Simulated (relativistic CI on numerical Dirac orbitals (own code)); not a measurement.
# Ce²³⁺: how the levels respond to the fine-structure constant and the nuclear radius

How sensitive are the low transitions of Ce²³⁺ to a change of α? Wanted is q = dE/dx with x = (α/α0)² − 1, and the field-shift factor by the mean square nuclear radius, for the lowest 30 levels.

The numbers are computed with relativistic CI on numerical Dirac orbitals (own code) version 4 (Dirac-Coulomb-Breit CI, KLI orbitals optimised for each configuration, derivatives by finite differences), except any that are marked as measured or tabulated.

## (1) What is computed

| Item | Value |
| --- | --- |
| ion | Ce²³⁺ (Ce XXIV) |
| nuclear charge | 58 |
| electrons | 35 |
| isotope | A = 140 |
| first configuration | [Ar] 3d10 4s2 4p5 |

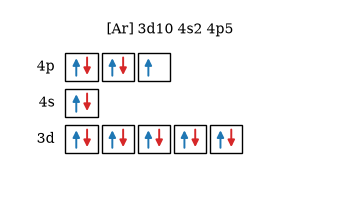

Occupation of the outer shells (arrows by Hund's rule).

## (2) The run

Settings of the run:

```ini
atom Ce  Z=58  charge=23  electrons=35
nucleus A=140  rms_radius_fm=4.8771
hamiltonian dirac-coulomb  breit=on  qed=off  c_scale=1
orbitals kli  potential=per-configuration
slater_scale 1
correlation none
mixing on
configurations
  [Ar] 3d10 4s2 4p5
  [Ar] 3d10 4s 4p6
  [Ar] 3d10 4s2 4p4 4d
  [Ar] 3d10 4s 4p5 4d
  [Ar] 3d10 4s2 4p4 4f
  [Ar] 3d10 4s 4p5 4f
end
derivatives alpha2 +-0.01 radius +-1%
```

Launch:

```console
$ python run_levels.py task.json out
```

One command runs all members of the session, one after another, from task.json.

The program writes no log. Results of the run, from its result record (rounded, main fields):

```text
status: converged
levels [i, E_cm, J2, conf, term, w_term]:
  - [0, 0, 3, "4s2 4p5", "2P*", 0.9942]
  - [1, 191642.02, 1, "4s2 4p5", "2P*", 0.9926]
  - [2, 676921.64, 1, "4s 4p6", "2S", 0.7285]
  - [3, 767700.43, 3, "4s2 4p4 4d", "4D", 0.4759]
  - [4, 771339.65, 5, "4s2 4p4 4d", "4D", 0.5903]
  - [5, 785212.04, 1, "4s2 4p4 4d", "2P", 0.4794]
  - [6, 787384.45, 7, "4s2 4p4 4d", "4D", 0.4157]
  - [7, 815826.47, 7, "4s2 4p4 4d", "2F", 0.5165]
  - [8, 816641.48, 9, "4s2 4p4 4d", "4F", 0.7402]
  - [9, 835288.38, 3, "4s2 4p4 4d", "2D", 0.5231]
  - [10, 875544.39, 1, "4s2 4p4 4d", "4P", 0.5944]
  - [11, 888479.87, 5, "4s2 4p4 4d", "2D", 0.4633]
  - [12, 900799.07, 3, "4s2 4p4 4d", "2D", 0.3578]
  - [13, 908210.45, 5, "4s2 4p4 4d", "4F", 0.3346]
  - [14, 933162.32, 1, "4s2 4p4 4d", "4D", 0.7047]
  - [15, 958591.55, 3, "4s2 4p4 4d", "4D", 0.3521]
  - [16, 987815.17, 7, "4s2 4p4 4d", "4F", 0.5166]
  - [17, 990959.21, 5, "4s2 4p4 4d", "2F", 0.4321]
  - [18, 994490.59, 7, "4s2 4p4 4d", "2F", 0.5008]
  - [19, 1014148.9, 3, "4s2 4p4 4d", "2P", 0.5006]
  - [20, 1024552.7, 9, "4s2 4p4 4d", "2G", 0.7399]
  - [21, 1025764.9, 5, "4s2 4p4 4d", "2F", 0.5243]
  - [22, 1047738.8, 5, "4s2 4p4 4d", "2D", 0.5199]
  - [23, 1071576.5, 7, "4s2 4p4 4d", "2F", 0.8435]
  - [24, 1105721.8, 3, "4s2 4p4 4d", "2P", 0.5464]
  - [25, 1122894.2, 1, "4s2 4p4 4d", "2S", 0.5719]
  - [26, 1139280.5, 5, "4s2 4p4 4d", "2D", 0.8535]
  - [27, 1153973.2, 3, "4s2 4p4 4d", "2D", 0.6076]
  - [28, 1208488.5, 1, "4s2 4p4 4d", "2P", 0.8026]
  - [29, 1252338.6, 5, "4s2 4p4 4d", "2D", 0.5206]
sensitivity [i, q_alpha_cm, field_shift_GHz_per_fm2]:
  - [0, 0, 0]
  - [1, 2.143e+05, -10.36]
  - [2, 2.146e+05, -236.9]
  - [3, 2.065e+04, 3.772]
  - [4, 2.905e+04, 3.563]
  - [5, 3.401e+04, -0.001371]
  - [6, 3.649e+04, 3.573]
  - [7, 4.333e+04, 3.981]
  - [8, 5.451e+04, 4.045]
  - [9, 3.04e+04, 3.764]
  - [10, 1.018e+05, -24.73]
  - [11, 6.863e+04, 3.959]
  - [12, 9.327e+04, 2.125]
  - [13, 1.069e+05, 1.083]
  - [14, 2.261e+05, -6.29]
  - [15, 2.285e+05, -5.886]
  - [16, 2.501e+05, -6.251]
  - [17, 2.186e+05, -5.479]
  - [18, 2.413e+05, -5.896]
  - [19, 2.68e+05, -5.438]
  - [20, 2.674e+05, -6.067]
  - [21, 2.666e+05, -5.61]
  - [22, 2.612e+05, -4.942]
  - [23, 2.629e+05, -5.165]
  - [24, 2.429e+05, -5.132]
  - [25, 2.176e+05, -52]
  - [26, 1.841e+05, -2.74]
  - [27, 2.54e+05, -5.833]
  - [28, 2.635e+05, -14.04]
  - [29, 4.697e+05, -15.03]
n_levels_all: 30
configurations [conf, odd, states]:
  - ["4s2 4p5", 1, 6]
  - ["4s 4p6", 0, 2]
  - ["4s2 4p4 4d", 0, 150]
  - ["4s 4p5 4d", 1, 120]
  - ["4s2 4p4 4f", 1, 210]
  - ["4s 4p5 4f", 0, 168]
```

Wall time 1.3 s (1 thread of Intel Xeon Platinum 8488C, shared host).

The relative sensitivity K = 2q/E of the transition from the lowest level:

```csv
level,energy (eV),q (cm⁻¹),K,field shift (GHz/fm²)
4p5 2P°1/2,23.76,214300,2.237,-10.4
4s 4p6 2S1/2,83.93,214600,0.634,-237
4p4 4d [4p3/2^2 4d3/2] J=3/2,95.18,20650,0.054,3.77
4p4 4d [4p3/2^2 4d3/2] J=5/2,95.63,29050,0.075,3.56
4p4 4d 2P1/2 + 4D,97.35,34010,0.087,-0.00137
4p4 4d [4p3/2^2 4d3/2] J=7/2,97.62,36490,0.093,3.57
4p4 4d 2F7/2,101.15,43330,0.106,3.98
4p4 4d [4p3/2^2 4d5/2] J=9/2,101.25,54510,0.133,4.05
4p4 4d [4p3/2^2 4d3/2] J=3/2 (ii),103.56,30400,0.073,3.76
4p4 4d 4P1/2,108.55,101800,0.233,-24.7
4p4 4d [4p3/2^2 4d5/2] J=5/2,110.16,68630,0.154,3.96
4p4 4d [4p3/2^2 4d5/2] J=3/2,111.68,93270,0.207,2.13
4p4 4d [4p3/2^2 4d5/2] J=5/2 (ii),112.60,106900,0.235,1.08
4p4 4d [4p1/2 4p3/2^3 4d3/2] J=1/2,115.70,226100,0.485,-6.29
4p4 4d [4p1/2 4p3/2^3 4d3/2] J=3/2,118.85,228500,0.477,-5.89
4p4 4d 4F7/2,122.47,250100,0.506,-6.25
4p4 4d [4p1/2 4p3/2^3 4d3/2] J=5/2,122.86,218600,0.441,-5.48
```

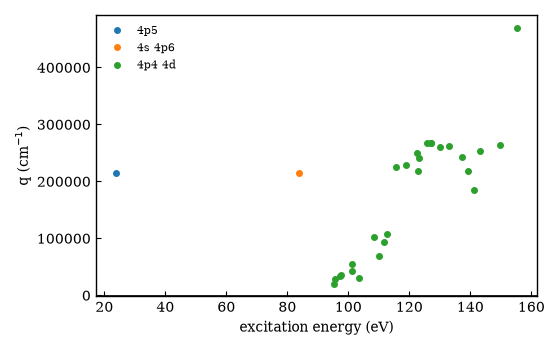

q against excitation energy, by configuration.

## (3) Results

| quantity | value |
| --- | --- |
| lowest level | 4p5 2P°3/2 |
| largest q in size, lowest 30 levels | 469700 cm⁻¹ (4p4 4d [4p3/2^4 4d5/2] J=5/2) |
| largest K in size within the lowest configuration | 2.24 (4p5 2P°1/2) |
| largest field-shift factor among them | -237 GHz/fm² (4s 4p6 2S1/2) |

**Reading.** Among these levels the largest q belongs to 4p4 4d [4p3/2^4 4d5/2] J=5/2, a change of configuration. The fine-structure partner 2P°1/2 has K = 2.24, close to the 2 of an interval that scales as α². K = 2q/E, the relative sensitivity of a level, hangs on the computed energy: between configurations that lie close it can be off by a factor of several.
